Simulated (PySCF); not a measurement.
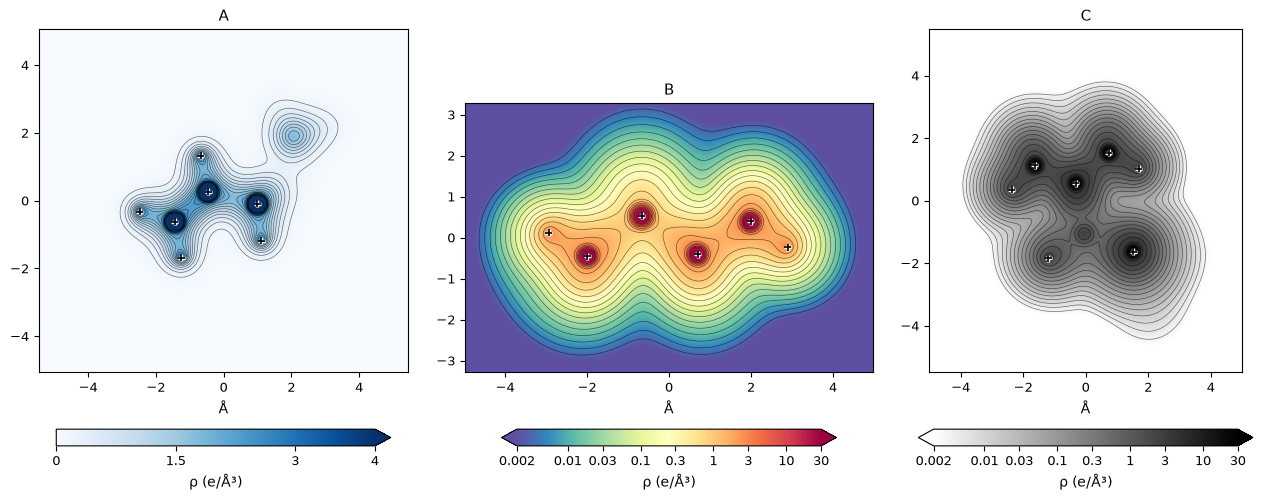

The total electron density of 3 systems, each on a plane through atoms (crosses mark nuclei in the plane).

Computed with PySCF 2.14.0, PBE0/def2-SVPD, SCF density, gas phase.

System 1: C7H12O, the plane of atoms C1, C2 and C3. Geometry: GFN2-xTB.

```yaml
atoms:
  - { symbol: C, position_ang: [2.2107, 0.4907, 1.3091] }
  - { symbol: C, position_ang: [1.3179, 0.4303, 0.3395] }
  - { symbol: C, position_ang: [0.2680, -0.6283, 0.2221] }
  - { symbol: C, position_ang: [0.2915, -1.2678, -1.1743] }
  - { symbol: C, position_ang: [-0.6410, -0.3592, -1.9934] }
  - { symbol: O, position_ang: [-1.3521, 0.4606, -1.0834] }
  - { symbol: C, position_ang: [-1.1554, -0.0290, 0.2309] }
  - { symbol: C, position_ang: [-1.3846, 1.0865, 1.2370] }
  - { symbol: H, position_ang: [2.2366, -0.2381, 2.1032] }
  - { symbol: H, position_ang: [2.9563, 1.2666, 1.3520] }
  - { symbol: H, position_ang: [1.3073, 1.1729, -0.4469] }
  - { symbol: H, position_ang: [0.3887, -1.3668, 1.0166] }
  - { symbol: H, position_ang: [-0.1060, -2.2820, -1.1293] }
  - { symbol: H, position_ang: [1.2953, -1.3056, -1.5929] }
  - { symbol: H, position_ang: [-1.3479, -0.9483, -2.5915] }
  - { symbol: H, position_ang: [-0.0863, 0.2998, -2.6693] }
  - { symbol: H, position_ang: [-1.8733, -0.8463, 0.4259] }
  - { symbol: H, position_ang: [-1.2379, 0.7086, 2.2451] }
  - { symbol: H, position_ang: [-2.3994, 1.4613, 1.1383] }
  - { symbol: H, position_ang: [-0.6933, 1.9047, 1.0582] }
```

System 2: C3H10B (SMILES C[BH2-]CC) (charge −1), the plane of atoms C3, C4 and H13. Geometry: GFN2-xTB.

```tsv
atom	x (Å)	y (Å)	z (Å)
C	2.0518	-0.0526	0.0322
B	0.5194	-0.6483	0.1768
C	-0.5634	0.5606	-0.1575
C	-2.0211	0.1227	-0.0535
H	2.2382	0.7779	0.7206
H	2.2539	0.3253	-0.9752
H	2.8139	-0.8107	0.2417
H	0.3603	-1.5765	-0.6109
H	0.3414	-1.0593	1.3198
H	-0.4000	0.9553	-1.1699
H	-0.4157	1.4095	0.5244
H	-2.2163	-0.6955	-0.7472
H	-2.7318	0.9320	-0.2762
H	-2.2313	-0.2409	0.9527
```

System 3: C2H11N3Si2 (SMILES CN(C)[SiH]1N[SiH2]N1), the plane of atoms C1, N2 and C3. Geometry: GFN2-xTB.

```yaml
atoms:
  - { symbol: C, position_ang: [-1.4242, 1.2627, -0.1316] }
  - { symbol: N, position_ang: [-1.1510, -0.1274, -0.3912] }
  - { symbol: C, position_ang: [-2.2244, -0.9971, -0.0044] }
  - { symbol: Si, position_ang: [0.4355, -0.7086, -0.6334] }
  - { symbol: N, position_ang: [1.4227, 0.4352, -1.5035] }
  - { symbol: Si, position_ang: [2.7523, 0.4195, -0.3913] }
  - { symbol: N, position_ang: [1.6761, -0.5380, 0.5809] }
  - { symbol: H, position_ang: [-1.6136, 1.4441, 0.9332] }
  - { symbol: H, position_ang: [-0.5684, 1.8542, -0.4431] }
  - { symbol: H, position_ang: [-2.3084, 1.5803, -0.6949] }
  - { symbol: H, position_ang: [-2.4030, -0.9649, 1.0781] }
  - { symbol: H, position_ang: [-1.9849, -2.0191, -0.2835] }
  - { symbol: H, position_ang: [-3.1500, -0.7011, -0.5081] }
  - { symbol: H, position_ang: [0.3303, -2.0544, -1.1881] }
  - { symbol: H, position_ang: [1.3915, 0.7014, -2.4692] }
  - { symbol: H, position_ang: [3.0474, 1.7312, 0.1770] }
  - { symbol: H, position_ang: [3.9333, -0.3035, -0.8564] }
  - { symbol: H, position_ang: [1.8300, -1.0081, 1.4531] }
```

> Match each panel to its system.

Panel A is system 1, C7H12O: the plane holds C and H. C–C (1.32 Å): ρ is about 2.3 e/Å³ halfway. Panel B is system 2, C3H10B: the plane holds C, B and H. C–C (1.53 Å): ρ at the midpoint is about 1.6 e/Å³. Panel C is system 3, C2H11N3Si2: the plane holds C, N and H. C–N (1.43 Å): ρ is about 2 e/Å³ halfway.
